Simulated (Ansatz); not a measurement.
**C3H10AlNSi: two geometries relaxed**

Aim: relax the geometries before and after the inversion of the pyramid at Al4, and see whether they are two minima and how far apart in energy. SMILES of the start: CC1([NH][AlH2])C[SiH2]1.

Program: Ansatz 0.2.0. Level of theory: RKS PBE0-D4/def2-SVP. These are calculated values, not measurements.

## (1) The structure to begin with

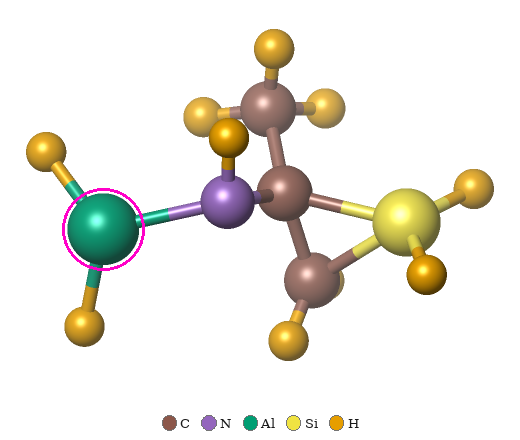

Start, viewed from a chosen angle; carbon brown, nitrogen purple, aluminium teal, silicon yellow, hydrogen amber. Ringed: Al4.

Structure file:

```xyz
16

C    -0.6272   -1.2022    0.8207
C     0.0012    0.1074    0.2739
N     1.3610    0.0058   -0.1939
Al    1.6350   -0.9859   -1.8224
C    -0.8258    1.1068   -0.4565
Si   -0.2973    1.6863    1.2965
H    -0.0253   -1.6060    1.6127
H    -0.7630   -1.8783   -0.0162
H    -1.6753   -0.9141    1.2711
H     1.9448   -0.4955    0.5788
H     1.0142   -0.3208   -3.1412
H     1.3382   -2.5655   -1.7415
H    -1.9537    0.8847   -0.5415
H    -0.3406    1.6686   -1.2431
H    -1.4871    1.6833    2.1669
H     0.6778    2.8027    1.1800
```

## (2) Relaxing end A

The input, input.yaml:

```yaml
crystal:
  periodic: [false, false, false]
  atoms:
    - { symbol: C, position_ang: [-0.6272, -1.2022, 0.8207] }
    - { symbol: C, position_ang: [0.0012, 0.1074, 0.2739] }
    - { symbol: "N", position_ang: [1.361, 0.0058, -0.1939] }
    - { symbol: Al, position_ang: [1.635, -0.9859, -1.8224] }
    - { symbol: C, position_ang: [-0.8258, 1.1068, -0.4565] }
    - { symbol: Si, position_ang: [-0.2973, 1.6863, 1.2965] }
    - { symbol: H, position_ang: [-0.0253, -1.606, 1.6127] }
    - { symbol: H, position_ang: [-0.763, -1.8783, -0.0162] }
    - { symbol: H, position_ang: [-1.6753, -0.9141, 1.2711] }
    - { symbol: H, position_ang: [1.9448, -0.4955, 0.5788] }
    - { symbol: H, position_ang: [1.0142, -0.3208, -3.1412] }
    - { symbol: H, position_ang: [1.3382, -2.5655, -1.7415] }
    - { symbol: H, position_ang: [-1.9537, 0.8847, -0.5415] }
    - { symbol: H, position_ang: [-0.3406, 1.6686, -1.2431] }
    - { symbol: H, position_ang: [-1.4871, 1.6833, 2.1669] }
    - { symbol: H, position_ang: [0.6778, 2.8027, 1.18] }
basis:
  gaussian: { orbitals: def2-SVP }
hamiltonian:
  xc: pbe0
  dispersion: d4
relax:
  f_tol: 0.015
  max_steps: 40
```

The run is started by

```console
$ ansatz run input.yaml --threads 2 --pin off --max-ram 3072MiB --backend cpu --events-out ev --progress --plain --runs-dir out
```

Output, cut to the lines that bear on the results:

```text
Warning: RAYON_NUM_THREADS=2 ignored (pool sized by the plan → 2); use --threads N
[...]
Functional definition: PBE0
[...]
1554 factors; integrals over basis functions are off by at most 2.8e-4 eV
[...]
mean field -19216.16639469 eV, -706.1810898196 hartree, gradient 4.3e-5 eV, S^2 0.000000; 0 other end points of the search recorded, 0 dependent functions left out
[...]
reference -19216.16643013 eV, -706.1810911220 hartree; 31, 31 occupied and 111, 111 virtual orbitals, 1554 factors
relax step   1: F+E_penalty+E_count = -19216.52504668 eV  Δ(F+E_penalty+E_count) = +0.000e0 eV  max|allowed force component| = 2.761e0 eV/Å  Δτ_max = 0.0000 Å  (28 SCF iters, accepted)
[...]
relax step   4: F+E_penalty+E_count = -19217.68481252 eV  Δ(F+E_penalty+E_count) = -9.663e-2 eV  max|allowed force component| = 3.569e-1 eV/Å  Δτ_max = 0.1999 Å  (30 SCF iters, accepted)
[...]
relax step   7: F+E_penalty+E_count = -19217.87801743 eV  Δ(F+E_penalty+E_count) = -5.793e-2 eV  max|allowed force component| = 2.761e-1 eV/Å  Δτ_max = 0.1950 Å  (29 SCF iters, accepted)
[...]
relax step  10: F+E_penalty+E_count = -19218.02065724 eV  Δ(F+E_penalty+E_count) = -3.849e-2 eV  max|allowed force component| = 1.422e-1 eV/Å  Δτ_max = 0.2000 Å  (28 SCF iters, accepted)
[...]
relax step  12: F+E_penalty+E_count = -19218.05806604 eV  Δ(F+E_penalty+E_count) = -1.263e-2 eV  max|allowed force component| = 1.689e-1 eV/Å  Δτ_max = 0.1967 Å  (28 SCF iters, accepted)
[...]
relax step  13: F+E_penalty+E_count = -19218.05657418 eV  Δ(F+E_penalty+E_count) = +1.492e-3 eV  max|allowed force component| = 2.695e-1 eV/Å  Δτ_max = 0.0618 Å  (26 SCF iters, rejected (line search))
[...]
```

## (3) More of the same log: end point A relaxed

The log, continued:

```text
1554 factors; integrals over basis functions are off by at most 5.7e-4 eV
mean field -19217.70785142 eV, -706.2377373096 hartree, gradient 7.3e-5 eV, S^2 0.000000; 0 other end points of the search recorded, 0 dependent functions left out
the calculation of the forces begins
reference -19217.70788734 eV, -706.2377386294 hartree; 31, 31 occupied and 111, 111 virtual orbitals, 1554 factors
relax step  14: F+E_penalty+E_count = -19218.06274753 eV  Δ(F+E_penalty+E_count) = -4.681e-3 eV  max|allowed force component| = 8.921e-2 eV/Å  Δτ_max = 0.0299 Å  (28 SCF iters, accepted)
these checks for a lower state are left out or cut short: starts, cluster_reference, orbital_swaps, neighbouring_geometries, increment
1554 factors; integrals over basis functions are off by at most 5.8e-4 eV
mean field -19217.71103862 eV, -706.2378544368 hartree, gradient 8.5e-5 eV, S^2 0.000000; 0 other end points of the search recorded, 0 dependent functions left out
the calculation of the forces begins
reference -19217.71107444 eV, -706.2378557532 hartree; 31, 31 occupied and 111, 111 virtual orbitals, 1554 factors
relax step  15: F+E_penalty+E_count = -19218.06598457 eV  Δ(F+E_penalty+E_count) = -3.237e-3 eV  max|allowed force component| = 1.570e-1 eV/Å  Δτ_max = 0.1000 Å  (25 SCF iters, accepted)
these checks for a lower state are left out or cut short: starts, cluster_reference, orbital_swaps, neighbouring_geometries, increment
1554 factors; integrals over basis functions are off by at most 5.9e-4 eV
mean field -19217.71368595 eV, -706.2379517245 hartree, gradient 7.4e-5 eV, S^2 0.000000; 0 other end points of the search recorded, 0 dependent functions left out
the calculation of the forces begins
reference -19217.71372175 eV, -706.2379530401 hartree; 31, 31 occupied and 111, 111 virtual orbitals, 1554 factors
relax step  16: F+E_penalty+E_count = -19218.06880025 eV  Δ(F+E_penalty+E_count) = -2.816e-3 eV  max|allowed force component| = 8.240e-2 eV/Å  Δτ_max = 0.0556 Å  (26 SCF iters, accepted)
these checks for a lower state are left out or cut short: starts, cluster_reference, orbital_swaps, neighbouring_geometries, increment
1554 factors; integrals over basis functions are off by at most 5.9e-4 eV
mean field -19217.71443518 eV, -706.2379792583 hartree, gradient 1.9e-5 eV, S^2 0.000000; 0 other end points of the search recorded, 0 dependent functions left out
the calculation of the forces begins
reference -19217.71447098 eV, -706.2379805737 hartree; 31, 31 occupied and 111, 111 virtual orbitals, 1554 factors
relax step  17: F+E_penalty+E_count = -19218.06953148 eV  Δ(F+E_penalty+E_count) = -7.312e-4 eV  max|allowed force component| = 2.554e-2 eV/Å  Δτ_max = 0.0217 Å  (23 SCF iters, accepted)
these checks for a lower state are left out or cut short: starts, cluster_reference, orbital_swaps, neighbouring_geometries, increment
1554 factors; integrals over basis functions are off by at most 5.9e-4 eV
mean field -19217.71489947 eV, -706.2379963205 hartree, gradient 7.3e-5 eV, S^2 0.000000; 0 other end points of the search recorded, 0 dependent functions left out
the calculation of the forces begins
reference -19217.71493524 eV, -706.2379976349 hartree; 31, 31 occupied and 111, 111 virtual orbitals, 1554 factors
relax step  18: F+E_penalty+E_count = -19218.06991176 eV  Δ(F+E_penalty+E_count) = -3.803e-4 eV  max|allowed force component| = 1.131e-2 eV/Å  Δτ_max = 0.0343 Å  (26 SCF iters, accepted)
these checks for a lower state are left out or cut short: starts, cluster_reference, orbital_swaps, neighbouring_geometries, increment
1554 factors; integrals over basis functions are off by at most 5.9e-4 eV
mean field evaluation 128: about -19217.7152 eV, gradient 2.0e-3 eV
mean field -19217.71519306 eV, -706.2380071096 hartree, gradient 2.6e-5 eV, S^2 0.000000; 0 other end points of the search recorded, 0 dependent functions left out
the calculation of the forces begins
reference -19217.71522879 eV, -706.2380084228 hartree; 31, 31 occupied and 111, 111 virtual orbitals, 1554 factors
relax step  19: F+E_penalty+E_count = -19218.07016388 eV  Δ(F+E_penalty+E_count) = -2.521e-4 eV  max|allowed force component| = 2.012e-2 eV/Å  Δτ_max = 0.0326 Å  (23 SCF iters, accepted)
these checks for a lower state are left out or cut short: starts, cluster_reference, orbital_swaps, neighbouring_geometries, increment
1554 factors; integrals over basis functions are off by at most 5.8e-4 eV
mean field -19217.71556278 eV, -706.2380206968 hartree, gradient 7.1e-5 eV, S^2 0.000000; 0 other end points of the search recorded, 0 dependent functions left out
the calculation of the forces begins
reference -19217.71559843 eV, -706.2380220070 hartree; 31, 31 occupied and 111, 111 virtual orbitals, 1554 factors
relax step  20: F+E_penalty+E_count = -19218.07051025 eV  Δ(F+E_penalty+E_count) = -3.464e-4 eV  max|allowed force component| = 3.041e-2 eV/Å  Δτ_max = 0.0644 Å  (26 SCF iters, accepted)
these checks for a lower state are left out or cut short: starts, cluster_reference, orbital_swaps, neighbouring_geometries, increment
1554 factors; integrals over basis functions are off by at most 5.7e-4 eV
mean field -19217.71501143 eV, -706.2380004349 hartree, gradient 7.1e-5 eV, S^2 0.000000; 0 other end points of the search recorded, 0 dependent functions left out
the calculation of the forces begins
reference -19217.71504705 eV, -706.2380017441 hartree; 31, 31 occupied and 111, 111 virtual orbitals, 1554 factors
relax step  21: F+E_penalty+E_count = -19218.06999183 eV  Δ(F+E_penalty+E_count) = +5.184e-4 eV  max|allowed force component| = 7.351e-2 eV/Å  Δτ_max = 0.0572 Å  (27 SCF iters, rejected (line search))
these checks for a lower state are left out or cut short: starts, cluster_reference, orbital_swaps, neighbouring_geometries, increment
1554 factors; integrals over basis functions are off by at most 5.7e-4 eV
mean field -19217.71573249 eV, -706.2380269334 hartree, gradient 2.2e-5 eV, S^2 0.000000; 0 other end points of the search recorded, 0 dependent functions left out
the calculation of the forces begins
reference -19217.71576811 eV, -706.2380282425 hartree; 31, 31 occupied and 111, 111 virtual orbitals, 1554 factors
relax step  22: F+E_penalty+E_count = -19218.07073044 eV  Δ(F+E_penalty+E_count) = -2.202e-4 eV  max|allowed force component| = 1.531e-2 eV/Å  Δτ_max = 0.0279 Å  (23 SCF iters, accepted)
these checks for a lower state are left out or cut short: starts, cluster_reference, orbital_swaps, neighbouring_geometries, increment
1554 factors; integrals over basis functions are off by at most 5.7e-4 eV
mean field -19217.71577218 eV, -706.2380283920 hartree, gradient 1.0e-5 eV, S^2 0.000000; 0 other end points of the search recorded, 0 dependent functions left out
the calculation of the forces begins
reference -19217.71580778 eV, -706.2380297004 hartree; 31, 31 occupied and 111, 111 virtual orbitals, 1554 factors
relax step  23: F+E_penalty+E_count = -19218.07078519 eV  Δ(F+E_penalty+E_count) = -5.474e-5 eV  max|allowed force component| = 7.510e-3 eV/Å  Δτ_max = 0.0195 Å  (24 SCF iters, accepted)
1554 factors; integrals over basis functions are off by at most 5.7e-4 eV
mean field evaluation 160: about -19217.6826 eV, gradient 1.7e0 eV
mean field -19217.71577218 eV, -706.2380283920 hartree, gradient 1.0e-5 eV, S^2 0.000000; 1 other end points of the search recorded, 0 dependent functions left out
the calculation of the forces begins
reference -19217.71580778 eV, -706.2380297004 hartree; 31, 31 occupied and 111, 111 virtual orbitals, 1554 factors
Total energy: -19218.07082079 eV, -706.2510761878 hartree
Atom 0 at    -1.003020    -1.126044     1.064122 Å, force    -0.002387    -0.000381     0.000113 eV/Å
Atom 1 at    -0.150100    -0.082441     0.375436 Å, force     0.007510    -0.003326    -0.005362 eV/Å
Atom 2 at     1.049193    -0.595155    -0.219701 Å, force     0.001193    -0.001868    -0.003690 eV/Å
Atom 3 at     1.638768    -0.720728    -1.902003 Å, force     0.000730     0.003519     0.003502 eV/Å
Atom 4 at    -0.909589     0.946275    -0.467305 Å, force    -0.002344    -0.001740     0.002070 eV/Å
Atom 5 at    -0.118439     1.691844     1.053774 Å, force    -0.001058     0.002527     0.002378 eV/Å
Atom 6 at    -0.425939    -1.663130     1.833343 Å, force    -0.000053     0.000565    -0.000505 eV/Å
Atom 7 at    -1.360414    -1.866659     0.326043 Å, force    -0.000216     0.000611     0.000722 eV/Å
Atom 8 at    -1.880432    -0.680648     1.557755 Å, force    -0.000048    -0.000003     0.000191 eV/Å
Atom 9 at     1.657062    -1.000896     0.489558 Å, force    -0.002513     0.001183    -0.001392 eV/Å
Atom 10 at     0.831252    -0.086688    -3.110290 Å, force     0.000032    -0.001961     0.002112 eV/Å
Atom 11 at     3.032793    -1.464345    -2.054526 Å, force    -0.002019     0.000245     0.000918 eV/Å
Atom 12 at    -1.999410     0.833114    -0.489721 Å, force     0.000964     0.000371    -0.001668 eV/Å
Atom 13 at    -0.496775     1.184087    -1.453833 Å, force    -0.000606     0.000015     0.001428 eV/Å
Atom 14 at    -1.005898     2.115222     2.169342 Å, force     0.000602     0.000374     0.000062 eV/Å
Atom 15 at     1.117848     2.493491     0.872307 Å, force     0.000212    -0.000132    -0.000879 eV/Å
Dipole moment:    -0.080957    -0.053386     0.237856 e Å
```

Run time: 1.8 min. Hardware: 2 threads of AMD EPYC 7B13 (Zen 3), shared host; peak memory 0.46 GiB.

Step by step:

| step | energy from step 1 (eV) | largest force component (eV/Å) |
| --- | --- | --- |
| 1 | 0.0000 | 2.7612 |
| 2 | -0.8042 | 1.2914 |
| 3 | -1.0631 | 0.6212 |
| 4 | -1.1598 | 0.3569 |
| 5 | -1.2309 | 0.1652 |
| 6 | -1.2950 | 0.1986 |
| 7 | -1.3530 | 0.2761 |
| 8 | -1.4110 | 0.2241 |
| 9 | -1.4571 | 0.2021 |
| 10 | -1.4956 | 0.1422 |
| 11 | -1.5204 | 0.1315 |
| 12 | -1.5330 | 0.1689 |
| 13x | -1.5315 | 0.2695 |
| 14 | -1.5377 | 0.0892 |
| 15 | -1.5409 | 0.1570 |
| 16 | -1.5438 | 0.0824 |
| 17 | -1.5445 | 0.0255 |
| 18 | -1.5449 | 0.0113 |
| 19 | -1.5451 | 0.0201 |
| 20 | -1.5455 | 0.0304 |
| 21x | -1.5449 | 0.0735 |
| 22 | -1.5457 | 0.0153 |
| 23 | -1.5457 | 0.0075 |

Step 1 is the start. 2 steps were tried and not accepted (marked x).

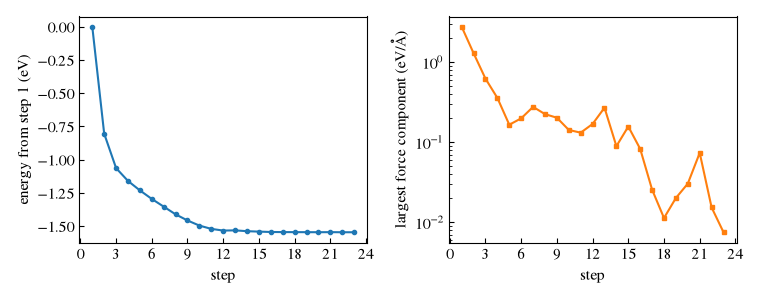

How energy and force went from step to step.

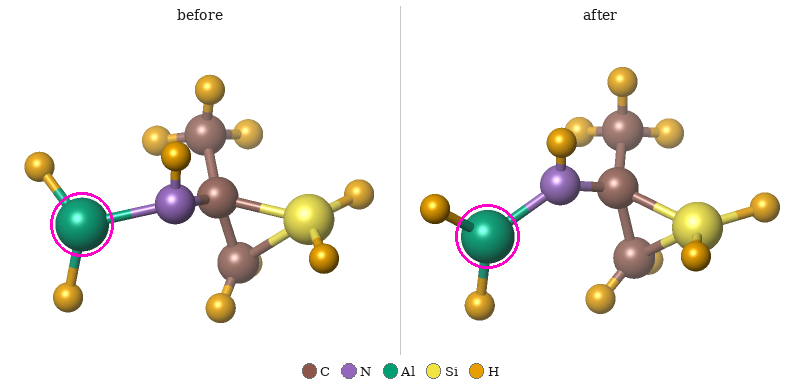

Before and after, at one scale.

After: Bond lengths (14 of 16 bonds, heavy atoms first): C1–C2 1.514 Å, C2–N3 1.434 Å, N3–Al4 1.787 Å, C2–C5 1.531 Å, C2–Si6 1.900 Å, C5–Si6 1.870 Å, C1–H7 1.101 Å, C1–H8 1.105 Å, C1–H9 1.101 Å, N3–H10 1.018 Å, Al4–H11 1.586 Å, Al4–H12 1.587 Å, C5–H13 1.096 Å, C5–H14 1.096 Å. Angles (14 of 30 angles, heavy atoms first): C1–C2–N3 114.4°, C1–C2–C5 115.7°, C1–C2–Si6 119.4°, N3–C2–C5 115.3°, N3–C2–Si6 117.9°, C5–C2–Si6 65.0°, C2–N3–Al4 133.8°, C2–C5–Si6 67.1°, C2–Si6–C5 47.9°, C2–C1–H7 111.0°, C2–C1–H8 109.9°, C2–C1–H9 112.0°, C2–N3–H10 110.7°, Al4–N3–H10 115.5°.

## (4) Relaxing end B

The second end starts from a geometry with the move made by hand.

Edit input.yaml of step 2 so:

```diff
@@ -13,4 +13,4 @@
     - { symbol: H, position_ang: [1.9448, -0.4955, 0.5788] }
-    - { symbol: H, position_ang: [1.0142, -0.3208, -3.1412] }
-    - { symbol: H, position_ang: [1.3382, -2.5655, -1.7415] }
+    - { symbol: H, position_ang: [2.13142, -0.11985, -3.0756] }
+    - { symbol: H, position_ang: [2.45071, -2.3654, -1.67617] }
     - { symbol: H, position_ang: [-1.9537, 0.8847, -0.5415] }
```

The run is started by

```console
$ ansatz run input.yaml --threads 2 --pin off --max-ram 3072MiB --backend cpu --events-out ev --progress --plain --runs-dir out
```

Output, cut to the lines that bear on the results:

```text
Warning: RAYON_NUM_THREADS=2 ignored (pool sized by the plan → 2); use --threads N
[...]
[... 1 set-up line as earlier in the session ...]
[...]
1552 factors; integrals over basis functions are off by at most 2.8e-4 eV
[...]
mean field -19216.33871521 eV, -706.1874224819 hartree, gradient 8.4e-5 eV, S^2 0.000000; 0 other end points of the search recorded, 0 dependent functions left out
[...]
reference -19216.33875128 eV, -706.1874238073 hartree; 31, 31 occupied and 111, 111 virtual orbitals, 1552 factors
relax step   1: F+E_penalty+E_count = -19216.69182581 eV  Δ(F+E_penalty+E_count) = +0.000e0 eV  max|allowed force component| = 2.976e0 eV/Å  Δτ_max = 0.0000 Å  (27 SCF iters, accepted)
[...]
relax step   3: F+E_penalty+E_count = -19217.68651790 eV  Δ(F+E_penalty+E_count) = -2.567e-1 eV  max|allowed force component| = 6.027e-1 eV/Å  Δτ_max = 0.1998 Å  (30 SCF iters, accepted)
[...]
relax step   7: F+E_penalty+E_count = -19218.01651286 eV  Δ(F+E_penalty+E_count) = -4.913e-2 eV  max|allowed force component| = 1.873e-1 eV/Å  Δτ_max = 0.2000 Å  (27 SCF iters, accepted)
[...]
relax step   9: F+E_penalty+E_count = -19218.06294377 eV  Δ(F+E_penalty+E_count) = -1.508e-2 eV  max|allowed force component| = 1.552e-1 eV/Å  Δτ_max = 0.2000 Å  (28 SCF iters, accepted)
[...]
relax step  10: F+E_penalty+E_count = -19218.06689176 eV  Δ(F+E_penalty+E_count) = -3.948e-3 eV  max|allowed force component| = 1.309e-1 eV/Å  Δτ_max = 0.1507 Å  (25 SCF iters, accepted)
[...]
relax step  11: F+E_penalty+E_count = -19218.06629971 eV  Δ(F+E_penalty+E_count) = +5.921e-4 eV  max|allowed force component| = 1.140e-1 eV/Å  Δτ_max = 0.0389 Å  (26 SCF iters, rejected (line search))
[...]
1552 factors; integrals over basis functions are off by at most 3.0e-4 eV
mean field -19217.71443763 eV, -706.2379793483 hartree, gradient 1.6e-5 eV, S^2 0.000000; 0 other end points of the search recorded, 0 dependent functions left out
[...]
reference -19217.71447348 eV, -706.2379806657 hartree; 31, 31 occupied and 111, 111 virtual orbitals, 1552 factors
```

## (5) The log goes on: end point B relaxed

The log, continued, cut to the lines that bear on the results:

```text
relax step  12: F+E_penalty+E_count = -19218.06930825 eV  Δ(F+E_penalty+E_count) = -2.416e-3 eV  max|allowed force component| = 4.170e-2 eV/Å  Δτ_max = 0.0189 Å  (23 SCF iters, accepted)
[...]
relax step  17: F+E_penalty+E_count = -19218.07070673 eV  Δ(F+E_penalty+E_count) = -6.085e-5 eV  max|allowed force component| = 7.197e-3 eV/Å  Δτ_max = 0.0153 Å  (23 SCF iters, accepted)
[...]
relax step  18: F+E_penalty+E_count = -19218.07074655 eV  Δ(F+E_penalty+E_count) = -3.982e-5 eV  max|allowed force component| = 8.626e-3 eV/Å  Δτ_max = 0.0214 Å  (23 SCF iters, accepted)
1552 factors; integrals over basis functions are off by at most 3.0e-4 eV
[...]
mean field -19217.71573786 eV, -706.2380271309 hartree, gradient 2.6e-5 eV, S^2 0.000000; 1 other end points of the search recorded, 0 dependent functions left out
[...]
Atom 6 at    -0.412009    -1.698379     1.748083 Å, force    -0.001735    -0.001498     0.000488 eV/Å
Atom 7 at    -1.179377    -1.892183     0.147899 Å, force     0.000885     0.001097     0.000884 eV/Å
Atom 8 at    -1.864853    -0.757519     1.346660 Å, force     0.000519    -0.000889    -0.000332 eV/Å
Atom 9 at     1.776294    -0.923901     0.647087 Å, force    -0.003922     0.001050     0.001048 eV/Å
Atom 10 at     1.281431     0.029674    -3.002255 Å, force     0.002810     0.000923     0.002674 eV/Å
Atom 11 at     3.420407    -1.281577    -1.750454 Å, force    -0.000959     0.002413     0.001237 eV/Å
Atom 12 at    -1.827386     0.804481    -0.665101 Å, force     0.002387     0.000445    -0.003418 eV/Å
Atom 13 at    -0.248948     1.228320    -1.464265 Å, force     0.002459     0.003181     0.001812 eV/Å
Atom 14 at    -1.160504     2.048953     2.107478 Å, force     0.000346     0.002314    -0.000400 eV/Å
Atom 15 at     1.071773     2.532261     1.049288 Å, force    -0.000810    -0.000822    -0.001247 eV/Å
Dipole moment:    -0.101309    -0.059996     0.226962 e Å
```

It took 83 s on 2 threads of AMD EPYC 7B13 (Zen 3), shared host; peak memory 0.45 GiB.

The steps of the relaxation:

| step | energy from step 1 (eV) | largest force component (eV/Å) |
| --- | --- | --- |
| 1 | 0.0000 | 2.9761 |
| 2 | -0.7380 | 1.3988 |
| 3 | -0.9947 | 0.6027 |
| 4 | -1.1329 | 0.4013 |
| 5 | -1.2101 | 0.2960 |
| 6 | -1.2756 | 0.2294 |
| 7 | -1.3247 | 0.1873 |
| 8 | -1.3560 | 0.1215 |
| 9 | -1.3711 | 0.1552 |
| 10 | -1.3751 | 0.1309 |
| 11x | -1.3745 | 0.1140 |
| 12 | -1.3775 | 0.0417 |
| 13 | -1.3781 | 0.0160 |
| 14 | -1.3784 | 0.0169 |
| 15 | -1.3787 | 0.0149 |
| 16 | -1.3788 | 0.0073 |
| 17 | -1.3789 | 0.0072 |
| 18 | -1.3789 | 0.0086 |

Step 1 is the start. 1 step was tried and not accepted (marked x).

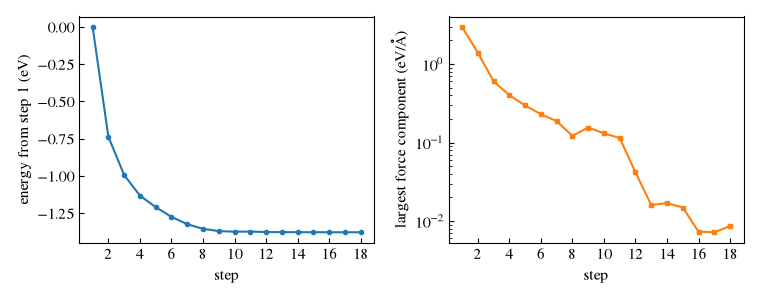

Energy and largest force along the relaxation.

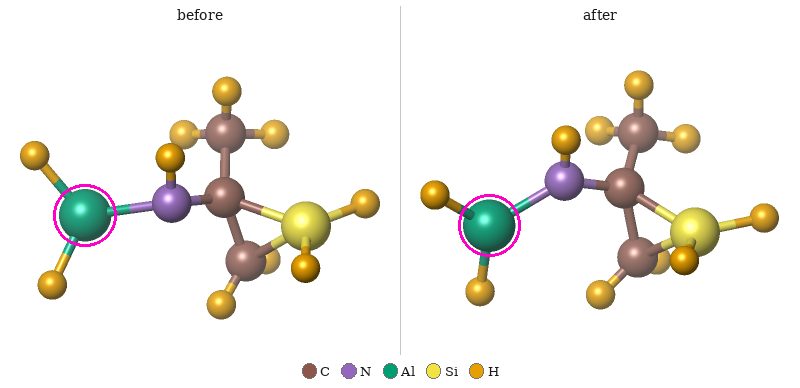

Before and after, at one scale.

After: Bond lengths (14 of 16 bonds, heavy atoms first): C1–C2 1.514 Å, C2–N3 1.434 Å, N3–Al4 1.787 Å, C2–C5 1.532 Å, C2–Si6 1.900 Å, C5–Si6 1.870 Å, C1–H7 1.101 Å, C1–H8 1.105 Å, C1–H9 1.101 Å, N3–H10 1.018 Å, Al4–H11 1.586 Å, Al4–H12 1.587 Å, C5–H13 1.096 Å, C5–H14 1.095 Å. Angles (14 of 30 angles, heavy atoms first): C1–C2–N3 114.5°, C1–C2–C5 115.7°, C1–C2–Si6 119.4°, N3–C2–C5 115.2°, N3–C2–Si6 117.8°, C5–C2–Si6 65.0°, C2–N3–Al4 133.8°, C2–C5–Si6 67.1°, C2–Si6–C5 47.9°, C2–C1–H7 111.0°, C2–C1–H8 109.9°, C2–C1–H9 112.0°, C2–N3–H10 110.7°, Al4–N3–H10 115.5°.

## (6) Summary of results

```
                           quantity                     value
                              end A  20 moves, 1.546 eV lower
                              end B  16 moves, 1.379 eV lower
largest difference between the ends                    0.02 Å
            end B relative to end A                 +0.000 eV
```

What this shows: Both starts fell into the same minimum (no atom differs by more than 0.02 Å), so from this start no second minimum was found and no band was run; another arrangement could still be one.
